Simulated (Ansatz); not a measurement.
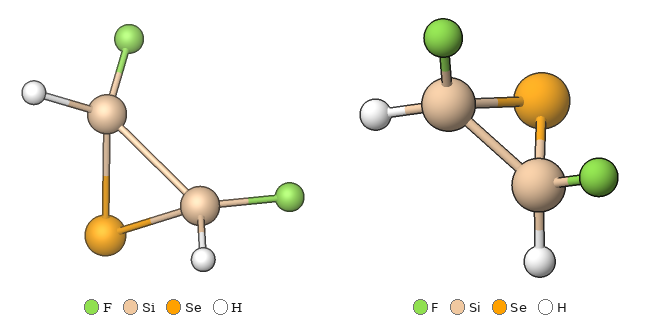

Two views of one molecule.

The geometry was computed by an optimisation with PBE0-D4/def2-TZVP.

**What is the molecular formula?**

F₂H₂SeSi₂, 7 atoms: 2 fluorine, 2 hydrogen, 1 selenium and 2 silicon.

**Which point group does it belong to?**

Cs.

The parts below concern this one geometry. Atoms keep their numbers from picture to picture.

### Geometry

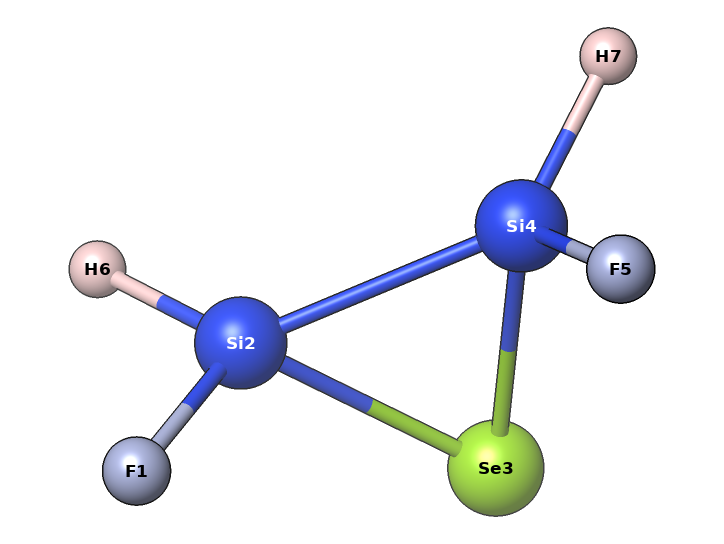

Distant atoms are faded towards the background colour.

**Which atoms or bonds are stereogenic?**

Centres: Si2, Si4.

**Assign CIP descriptors.**

Si2: S (priorities Se3 > Si4 > F1 > H6); Si4: R (priorities Se3 > Si2 > F5 > H7).

### Electronic properties

Properties computed with RKS PBE0-D4/def2-TZVP (Ansatz 0.2.0).

**Estimate the harmonic zero-point energy.**

66.9 kJ/mol.

**Estimate the dipole moment.**

2.05 D.

**Give the dispersion correction at this level.**

−17.8 kJ/mol.

### Charges

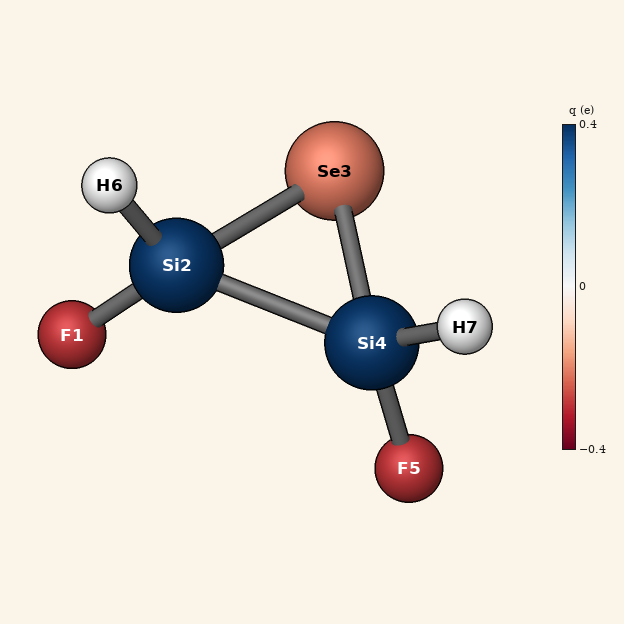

Atoms are coloured by their Mulliken charges. Properties computed with RKS PBE0-D4/def2-TZVP (Ansatz 0.2.0).

List the Mulliken charges.

```tsv
atom	value (e)
F1	−0.29
Si2	0.39
Se3	−0.21
Si4	0.39
F5	−0.29
H6	0.00
H7	0.00
```

### Thermal motion

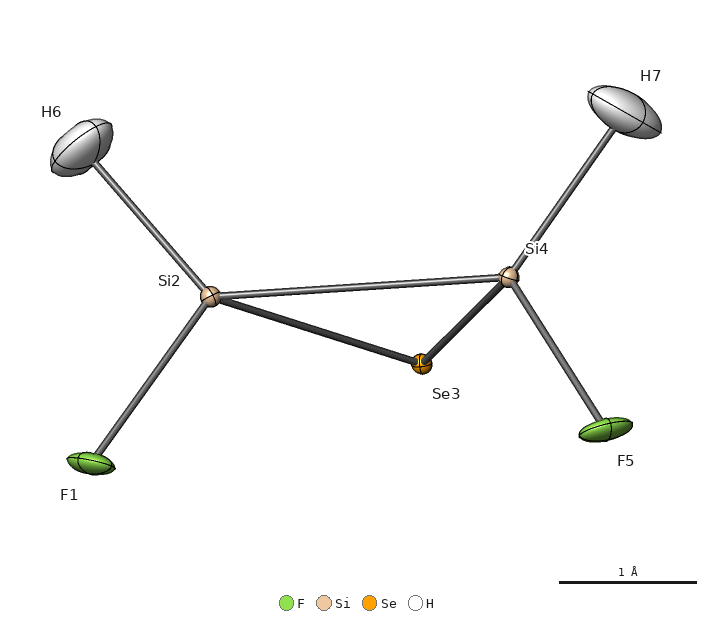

Displacement ellipsoids at the 50 % level, from the internal vibrations of the free molecule (harmonic, no overall translation or rotation; no half-axis is drawn under 0.075 Å). Vibrations computed with RKS PBE0-D4/def2-TZVP (Ansatz 0.2.0). Temperature: 400 K.

**Which atom has the largest mean-square displacement?**

H6, H7, with U_eq = 0.0274 Å².

**Does H7 move more along its bond or across it?**

Across it: the root-mean-square amplitude is 0.098 Å along the bond and up to 0.217 Å across, since bending and torsion are softer than stretching.

Give the displacement parameters, one line for each set of equivalent atoms.

```
    atom  U_eq (Å²)   rms amplitudes (Å)
  F1, F5     0.0092  0.031, 0.095, 0.133
Si2, Si4     0.0023  0.040, 0.049, 0.053
     Se3    0.00076  0.012, 0.027, 0.037
  H6, H7     0.0274  0.097, 0.162, 0.217
```

### Vibrations

Harmonic vibrations computed with RKS PBE0-D4/def2-TZVP (Ansatz 0.2.0) at a stationary point of the same level.

**How many vibrational modes are there, and where do they lie?**

15 modes: 118, 176, 199, 256, 336, 380, 503, 566, 682, 813, 819, 887, 928, 2262, 2266 cm⁻¹.

Mulliken values depend strongly on the basis set and can even reverse the polarity of a bond.
